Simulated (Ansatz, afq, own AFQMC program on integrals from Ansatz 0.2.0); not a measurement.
# BSiH₂ (quartet): quantum Monte Carlo beside coupled cluster at distance Si1–B2 = 2.620 Å, cc-pVDZ

Aim: compute BSiH₂ (quartet) with auxiliary-field quantum Monte Carlo on the same integrals as coupled cluster, and set the energies side by side.

Method: cc-pVDZ, frozen cores; program: Ansatz 0.2.0, Gaussian basis, and an in-house AFQMC program (afq) on its integrals; all values are calculated.

To be run: PBE (unrestricted); r2SCAN (unrestricted); PBE0 (unrestricted); B3LYP (unrestricted); wB97M-V (unrestricted); B2PLYP (unrestricted); CCSD(T) on UHF; CCSDT(Q) on UHF; Phaseless AFQMC, CISD trial on UHF.

1 further run of the same task is left out (it didn't finish).

## (1) What is computed

The geometry derives from a PBE0/def2-TZVP stationary point (not a proven minimum). One bond is set to the value named and the two fragments are kept rigid.

4 atoms, charge 0, spin multiplicity 4.

Atoms are counted from 1 here; the program's logs count them from 0.

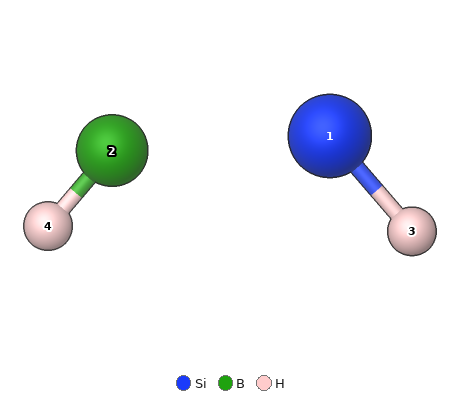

The geometry (silicon blue, boron green, hydrogen pink); atoms are numbered from 1 in the order of the file.

## (2) PBE (unrestricted)

in.yaml reads:

```yaml
crystal:
  periodic: [false, false, false]
  atoms:
    - {symbol: Si, position_ang: [0.000000, -0.045630, 0.755410]}
    - {symbol: B, position_ang: [0.000000, -0.064033, -1.864525]}
    - {symbol: H, position_ang: [0.000000, 1.172502, 1.650964]}
    - {symbol: H, position_ang: [0.000000, 0.785746, -2.701327]}
basis:
  gaussian: {orbitals: cc-pVDZ}
magnetization: {spin_polarized: true, initial_magnetization: 3}
hamiltonian: {xc: {name: PBE}}
output: {orbitals: {seedname: orbitals}}
```

On the command line:

```sh
$ ansatz run in.yaml --threads 1 --pin off --events-out ev --progress --plain --max-ram 1382MiB
```

Output:

```text
Functional definition: PBE
  name "PBE"
  cite "Perdew, Burke & Ernzerhof, Phys. Rev. Lett. 77, 3865 (1996) doi:10.1103/PhysRevLett.77.3865"
  parent pbe
  parameter kappa = 0.804
  parameter beta = 0.06672455060314922
  exchange = pbe_x(kappa = kappa, mu = beta*pi^2/3)
  correlation = pbe_c(beta = beta)
508 factors; their error is unknown
mean field evaluation 1: about -8571.8946 eV, gradient 1.6e1 eV
mean field evaluation 2: about -8558.9649 eV, gradient 3.5e1 eV
mean field evaluation 4: about -8574.5896 eV, gradient 1.6e0 eV
mean field evaluation 8: about -8574.6034 eV, gradient 6.0e-2 eV
mean field evaluation 16: about -8574.6034 eV, gradient 2.7e-5 eV
mean field -8574.60344409 eV, -315.1108644954 hartree, gradient 2.7e-5 eV, S^2 3.754283; 1 other end points of the search recorded, 0 dependent functions left out
reference -8574.60347601 eV, -315.1108656682 hartree; 12, 9 occupied and 30, 33 virtual orbitals, 508 factors
Total energy: -8574.60347601 eV, -315.1108656682 hartree
```

Wall time 1.2 s (1 thread of Arm Neoverse V1, shared host).

From the report: ⟨S²⟩ of the determinant 3.754 (pure quartet: 3.75).

## (3) r2SCAN (unrestricted)

Edit in.yaml of step 2 so:

```diff
@@ -10,3 +10,2 @@
 magnetization: {spin_polarized: true, initial_magnetization: 3}
-hamiltonian: {xc: {name: PBE}}
-output: {orbitals: {seedname: orbitals}}
+hamiltonian: {xc: {name: r2SCAN}}
```

The command is unchanged.

Output:

```text
Functional definition: r2SCAN
  name "r2SCAN"
  cite "Furness, Kaplan, Ning, Perdew & Sun, J. Phys. Chem. Lett. 11, 8208 (2020) doi:10.1021/acs.jpclett.0c02405"
  cite "Furness, Kaplan, Ning, Perdew & Sun, J. Phys. Chem. Lett. 11, 9248 (2020) doi:10.1021/acs.jpclett.0c03077"
  parent r2scan
  parameter k0 = 0.174
  parameter k1 = 0.065
  parameter a1 = 4.9479
  exchange = r2scan_x(k0 = k0, k1 = k1, a1 = a1)
  correlation = r2scan_c
508 factors; their error is unknown
mean field evaluation 1: about -8576.8466 eV, gradient 1.3e1 eV
mean field evaluation 2: about -8571.5942 eV, gradient 2.3e1 eV
mean field evaluation 4: about -8578.7060 eV, gradient 1.8e0 eV
mean field evaluation 8: about -8578.7315 eV, gradient 7.4e-2 eV
mean field evaluation 16: about -8578.7316 eV, gradient 3.1e-4 eV
mean field evaluation 32: about -8578.4765 eV, gradient 2.0e0 eV
mean field -8578.73161756 eV, -315.2625720722 hartree, gradient 1.8e-5 eV, S^2 3.760580; 3 other end points of the search recorded, 0 dependent functions left out
reference -8578.73162821 eV, -315.2625724635 hartree; 12, 9 occupied and 30, 33 virtual orbitals, 508 factors
Total energy: -8578.73162821 eV, -315.2625724635 hartree
```

Wall time 3.1 s (1 thread of Arm Neoverse V1, shared host).

From the report: ⟨S²⟩ of the determinant 3.761 (pure quartet: 3.75).

## (4) PBE0 (unrestricted)

Edit in.yaml of step 3 so:

```diff
@@ -10,2 +10,3 @@
 magnetization: {spin_polarized: true, initial_magnetization: 3}
-hamiltonian: {xc: {name: r2SCAN}}
+hamiltonian: {xc: {name: PBE0}}
+output: {orbitals: {seedname: orbitals}}
```

Launched as before.

Output (excerpt; [...] marks lines left out):

```text
Functional definition: PBE0
  name "PBE0"
  cite "Adamo & Barone, J. Chem. Phys. 110, 6158 (1999) doi:10.1063/1.478522"
  cite "Perdew, Burke & Ernzerhof, Phys. Rev. Lett. 77, 3865 (1996) doi:10.1103/PhysRevLett.77.3865"
  parent pbe
[...]
405 factors; integrals over basis functions are off by at most 1.2e-3 eV
[...]
mean field -8575.45083786 eV, -315.1420056419 hartree, gradient 7.6e-5 eV, S^2 3.756431; 4 other end points of the search recorded, 0 dependent functions left out
reference -8575.45086174 eV, -315.1420065197 hartree; 12, 9 occupied and 30, 33 virtual orbitals, 405 factors
Total energy: -8575.45086174 eV, -315.1420065197 hartree
```

Run time: 1.5 s. Hardware: 1 thread of Arm Neoverse V1, shared host.

From the report: ⟨S²⟩ of the determinant 3.756 (pure quartet: 3.75).

## (5) B3LYP (unrestricted)

Edit in.yaml of step 4 so:

```diff
@@ -10,3 +10,2 @@
 magnetization: {spin_polarized: true, initial_magnetization: 3}
-hamiltonian: {xc: {name: PBE0}}
-output: {orbitals: {seedname: orbitals}}
+hamiltonian: {xc: {name: B3LYP}}
```

Same command.

Output (excerpt; [...] marks lines left out):

```text
Functional definition: B3LYP
  name "B3LYP"
  cite "Stephens, Devlin, Chabalowski & Frisch, J. Phys. Chem. 98, 11623 (1994) doi:10.1021/j100096a001"
  cite "Becke, Phys. Rev. A 38, 3098 (1988) doi:10.1103/PhysRevA.38.3098"
  cite "Lee, Yang & Parr, Phys. Rev. B 37, 785 (1988) doi:10.1103/PhysRevB.37.785"
  cite "Vosko, Wilk & Nusair, Can. J. Phys. 58, 1200 (1980) doi:10.1139/p80-159"
[...]
405 factors; integrals over basis functions are off by at most 1.2e-3 eV
[...]
mean field -8580.47205809 eV, -315.3265320819 hartree, gradient 1.3e-5 eV, S^2 3.755320; 4 other end points of the search recorded, 0 dependent functions left out
reference -8580.47226084 eV, -315.3265395329 hartree; 12, 9 occupied and 30, 33 virtual orbitals, 405 factors
Total energy: -8580.47226084 eV, -315.3265395329 hartree
```

It took 1.6 s on 1 thread of Arm Neoverse V1, shared host.

From the report: ⟨S²⟩ of the determinant 3.755 (pure quartet: 3.75).

## (6) wB97M-V (unrestricted)

Edit in.yaml of step 5 so:

```diff
@@ -10,2 +10,3 @@
 magnetization: {spin_polarized: true, initial_magnetization: 3}
-hamiltonian: {xc: {name: B3LYP}}
+hamiltonian: {xc: {name: wB97M-V}}
+output: {orbitals: {seedname: orbitals}}
```

Same command.

Output (excerpt; [...] marks lines left out):

```text
Functional definition: wB97M-V
  name "wB97M-V"
  cite "Mardirossian & Head-Gordon, J. Chem. Phys. 144, 214110 (2016) doi:10.1063/1.4952647"
  cite "Becke, J. Chem. Phys. 107, 8554 (1997) doi:10.1063/1.475007"
  cite "Vydrov & Van Voorhis, J. Chem. Phys. 133, 244103 (2010) doi:10.1063/1.3521275"
  # Of w^i u^j: cxij and so on, Table III.
[...]
  gx(w, u) = 1 - cx + cx01*u + cx10*w
  gss(w, u) = css00 + css04*u^4 + css10*w + css20*w^2 + css43*w^4*u^3
  gos(w, u) = cos00 + cos10*w + (cos20 + cos21*u)*w^2 + (cos60 + cos61*u)*w^6
[...]
      + integral(e_c_pw_mod_opposite_spin*gos(b97_w_opposite, b97_u_opposite)) + vv10(b, c)
405 factors; integrals over basis functions are off by at most 1.2e-3 eV
149 factors; integrals over basis functions are off by at most 1.1e-5 eV
[...]
mean field -8578.32316389 eV, -315.2475616768 hartree, gradient 3.6e-5 eV, S^2 3.754246; 3 other end points of the search recorded, 0 dependent functions left out
reference -8578.32319801 eV, -315.2475629307 hartree; 12, 9 occupied and 30, 33 virtual orbitals, 405 factors
Total energy: -8578.32319801 eV, -315.2475629307 hartree
```

It took 6.5 s on 1 thread of Arm Neoverse V1, shared host.

From the report: ⟨S²⟩ of the determinant 3.754 (pure quartet: 3.75).

## (7) B2PLYP (unrestricted)

Edit in.yaml of step 6 so:

```diff
@@ -10,3 +10,3 @@
 magnetization: {spin_polarized: true, initial_magnetization: 3}
-hamiltonian: {xc: {name: wB97M-V}}
-output: {orbitals: {seedname: orbitals}}
+hamiltonian: {xc: {name: B2PLYP}}
+correlation: {electrons: outside_noble_gas}
```

Same command.

Output (excerpt; [...] marks lines left out):

```text
Functional definition: B2PLYP
  name "B2PLYP"
  cite "Grimme, J. Chem. Phys. 124, 034108 (2006) doi:10.1063/1.2148954"
  cite "Becke, Phys. Rev. A 38, 3098 (1988) doi:10.1103/PhysRevA.38.3098"
  cite "Lee, Yang & Parr, Phys. Rev. B 37, 785 (1988) doi:10.1103/PhysRevB.37.785"
[...]
405 factors; integrals over basis functions are off by at most 1.2e-3 eV
[...]
mean field -8574.12937135 eV, -315.0934426436 hartree, gradient 8.8e-6 eV, S^2 3.761005; 2 other end points of the search recorded, 0 dependent functions left out
6 core orbitals not correlated: weight in the atoms' cores, before any rotation towards them, 1.000 or more for the frozen orbitals, at most 0.000 for the correlated occupied ones
reference -8574.12950104 eV, -315.0934474093 hartree; 6, 3 occupied and 30, 33 virtual orbitals, 405 factors
second order -4.50350558 eV of doubles, -0.00000000 eV of singles
Total energy: -8575.34544754 eV, -315.1381326193 hartree
```

It took 1.8 s on 1 thread of Arm Neoverse V1, shared host.

From the report: ⟨S²⟩ of the determinant 3.761 (pure quartet: 3.75).

## (8) CCSD(T) on UHF

Edit in.yaml of step 7 so:

```diff
@@ -10,3 +10,2 @@
 magnetization: {spin_polarized: true, initial_magnetization: 3}
-hamiltonian: {xc: {name: B2PLYP}}
-correlation: {electrons: outside_noble_gas}
+correlation: {method: ccsd_t, electrons: outside_noble_gas, hamiltonian_folder: ham}
```

Launched as before.

Output (excerpt; [...] marks lines left out):

```text
Functional definition: HF
  name "HF"
  cite "Fock, Z. Phys. 61, 126 (1930) doi:10.1007/BF01340294"
  parent pbe
[...]
405 factors; integrals over basis functions are off by at most 1.2e-3 eV
[...]
mean field -8560.25081931 eV, -314.5834152632 hartree, gradient 2.6e-6 eV, S^2 3.776165; 8 other end points of the search recorded, 0 dependent functions left out
determinant -8560.25081931 eV, -314.5834152632 hartree, with singles and doubles -8564.62424100 eV, -314.7441355458 hartree
determinant -8559.26405795 eV, -314.5471524519 hartree, with singles and doubles -8563.35742623 eV, -314.6975809618 hartree
determinant -8557.63878481 eV, -314.4874247660 hartree, with singles and doubles -8561.85121733 eV, -314.6422288058 hartree
6 core orbitals not correlated: weight in the atoms' cores, before any rotation towards them, 1.000 or more for the frozen orbitals, at most 0.000 for the correlated occupied ones
reference -8560.25081931 eV, -314.5834152632 hartree; 6, 3 occupied and 30, 33 virtual orbitals, 405 factors
second order -3.31896896 eV of doubles, -0.00000000 eV of singles
cycle   1  -4.37271645 eV  change    7.1e-4 eV  update   3.2e-3
[...]
cycle  10  -4.37472442 eV  change    1.5e-6 eV  update   8.2e-6
perturbative correction -0.16959613 eV, -0.0062325430 hartree
Total energy: -8564.79513986 eV, -314.7504159633 hartree
```

Run time: 2.9 s. Hardware: 1 thread of Arm Neoverse V1, shared host.

From the report: ⟨S²⟩ of the determinant 3.776 (pure quartet: 3.75); correlation -4.5443 eV; T1 0.043; largest double amplitude 0.08.

This run also writes the integrals to the folder ham.

## (9) CCSDT(Q) on UHF

Edit in.yaml of step 8 so:

```diff
@@ -10,2 +10,2 @@
 magnetization: {spin_polarized: true, initial_magnetization: 3}
-correlation: {method: ccsd_t, electrons: outside_noble_gas, hamiltonian_folder: ham}
+correlation: {method: ccsdt_q, electrons: outside_noble_gas}
```

Launched as before.

Output (excerpt; [...] marks lines left out):

```text
Functional definition: HF
  name "HF"
  cite "Fock, Z. Phys. 61, 126 (1930) doi:10.1007/BF01340294"
  parent pbe
[...]
773 factors; integrals over basis functions are off by at most 1.7e-7 eV
[...]
mean field -8560.25084033 eV, -314.5834160358 hartree, gradient 2.7e-6 eV, S^2 3.776166; 8 other end points of the search recorded, 0 dependent functions left out
determinant -8560.25084033 eV, -314.5834160358 hartree, with singles and doubles -8564.62425161 eV, -314.7441359359 hartree
determinant -8559.26409044 eV, -314.5471536460 hartree, with singles and doubles -8563.35745033 eV, -314.6975818473 hartree
determinant -8557.63881002 eV, -314.4874256922 hartree, with singles and doubles -8561.85124291 eV, -314.6422297456 hartree
6 core orbitals not correlated: weight in the atoms' cores, before any rotation towards them, 1.000 or more for the frozen orbitals, at most 0.000 for the correlated occupied ones
reference -8560.25084033 eV, -314.5834160358 hartree; 6, 3 occupied and 30, 33 virtual orbitals, 773 factors
second order -3.31898642 eV of doubles, -0.00000000 eV of singles
cycle   1  -3.99603117 eV  change   -6.8e-1 eV  update   8.9e-2
[...]
cycle  23  -4.61755563 eV  change    7.8e-7 eV  update   5.5e-7
perturbative correction -0.01529646 eV, -0.0005621344 hartree
Total energy: -8564.88369242 eV, -314.7536702096 hartree
```

Wall time 17 s (1 thread of Arm Neoverse V1, shared host).

From the report: ⟨S²⟩ of the determinant 3.776 (pure quartet: 3.75); correlation -4.6329 eV; T1 0.054; largest double amplitude 0.11.

## (10) Phaseless AFQMC, CISD trial on UHF

It reads the integrals that the CCSD(T) run on this determinant wrote.

On the command line:

```sh
$ afq ham --method phaseless --trial cisd --walkers 60 --populations 1 --least-time 40 --time-step 0.005 --steps-per-block 50 --equilibration-blocks 40 --max-blocks 300 --target-error 0.00072 --factor-cut 1e-05 --start spin_pure --seed 8101 --release-times 0.24,0.51,0.99,1.62,2.4 --release-step 0.03 --release-every 4 --taylor-order 6
```

Output:

```text
orbitals 36  electrons 6 3  factors 262 of 405
reference energy -314.58341526 Eh
CCSD correlation -0.16076821 Eh in 16 cycles, weight of the determinant in the CISD state 0.8535
energy of the start -314.743456 Eh
 block  time / (1/Eh)  mean weight  energy / Eh
     1     0.250  0.9994  -314.741919
     2     0.500  0.9989  -314.742452
     3     0.750  1.0003  -314.743560
     4     1.000  1.0003  -314.744168
     5     1.250  0.9998  -314.743718
     6     1.500  1.0001  -314.745917
     7     1.750  0.9973  -314.747555
     8     2.000  1.0011  -314.745754
     9     2.250  0.9991  -314.746511
    10     2.500  1.0011  -314.749588
    11     2.750  1.0024  -314.748373
    16     4.000  0.9991  -314.749252
    21     5.250  0.9998  -314.749539
    26     6.500  0.9987  -314.754903
    31     7.750  0.9995  -314.751107
    36     9.000  1.0011  -314.750832
    41    10.250  0.9993  -314.752350
    46    11.500  0.9993  -314.752910
    51    12.750  1.0004  -314.750441
    56    14.000  0.9993  -314.751159
    61    15.250  0.9981  -314.747535
    66    16.500  1.0012  -314.751020
    71    17.750  0.9982  -314.752949
    76    19.000  0.9999  -314.754969
    81    20.250  1.0026  -314.753595
    86    21.500  0.9987  -314.751848
    91    22.750  1.0002  -314.755334
    96    24.000  0.9998  -314.750535
   101    25.250  0.9987  -314.746810
   106    26.500  0.9987  -314.754884
   111    27.750  0.9993  -314.750244
   116    29.000  1.0012  -314.756159
   121    30.250  0.9998  -314.755735
   126    31.500  1.0012  -314.761549
   131    32.750  1.0016  -314.750573
   136    34.000  1.0007  -314.751278
   141    35.250  0.9981  -314.747614
   146    36.500  0.9985  -314.753784
   151    37.750  0.9999  -314.752590
   156    39.000  1.0010  -314.750569
   161    40.250  0.9989  -314.747631
   166    41.500  0.9991  -314.758259
   171    42.750  0.9980  -314.750779
   176    44.000  1.0013  -314.752294
   181    45.250  0.9987  -314.753006
   186    46.500  1.0019  -314.750683
   191    47.750  1.0008  -314.756108
   196    49.000  0.9990  -314.756663
   201    50.250  0.9998  -314.746142
   206    51.500  0.9996  -314.754043
blocks merged  error / Eh  count
     1  0.000323  170
     2  0.000418  85
     4  0.000549  42
     8  0.000611  21
    16  0.000758  10
released: time / (1/Eh)  energy / Eh  error  mean overlap
  0.24  -314.752006  0.000527  1.0075
  0.51  -314.752367  0.000437  1.0196
  0.99  -314.752902  0.000526  1.0352
  1.62  -314.752722  0.000635  1.0369
  2.40  -314.753037  0.000752  1.0488
energy -314.752184 +/- 0.000611 Eh
```

It took 3.7 min on 1 thread of Arm Neoverse V1, shared host.

Energy -8564.8433 ± 0.0166 eV. Caveats: constraint bias not in the error. The error still grows with block length (0.0149 to 0.0206 eV), so the bar may be too small.

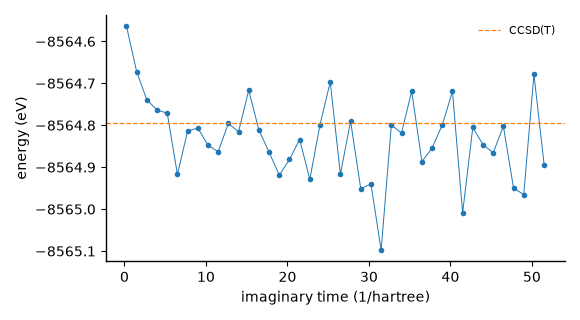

Block energies along the walk.

## (11) All levels side by side

On the UHF determinant, counted from CCSDT(Q) (a yardstick, not exact):

| level | energy (eV) | from CCSDT(Q) (kJ/mol) | statistical error (kJ/mol) | time |
| --- | --- | --- | --- | --- |
| HF | -8560.2508 | +447.0 |  |  |
| MP2 | -8563.5698 | +126.8 |  |  |
| CCSD | -8564.6255 | +24.9 |  |  |
| CCSD(T) | -8564.7951 | +8.5 |  |  |
| CCSDT(Q) | -8564.8837 | 0.0 |  |  |
| Phaseless AFQMC, CISD trial, step 0.005, 60 walkers | -8564.8433 | +3.9 | 1.6 | 3.7 min |

The functionals' totals stand on their own zeros and serve differences with other points: PBE -8574.603 eV; r2SCAN -8578.732 eV; PBE0 -8575.451 eV; B3LYP -8580.472 eV; wB97M-V -8578.323 eV; B2PLYP -8575.345 eV.

## (12) Results

```
                                        quantity              value
                    CCSD(T) on UHF from CCSDT(Q)        +8.5 kJ/mol
Phaseless AFQMC, CISD trial on UHF from CCSDT(Q)  +3.9 ± 1.6 kJ/mol
```

In words: On UHF the phaseless walk with the CISD trial lies +3.9 kJ/mol from CCSDT(Q), within three error bars. Error bars are statistical and leave out the constraint, the time step and what remains of the start.
